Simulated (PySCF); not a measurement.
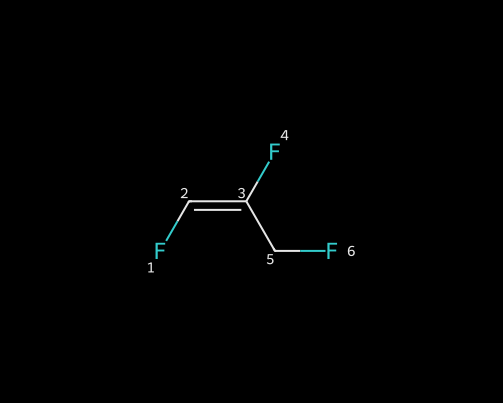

A structural formula, with wedges where it has stereocentres; small numbers name the atoms. The configuration is that of a computed structure (PBE0-D3(BJ)/def2-SVP).

What are the Cahn–Ingold–Prelog descriptors?

C2=C3: E.

Give a SMILES with the stereochemistry.

F/C=C(/F)CF
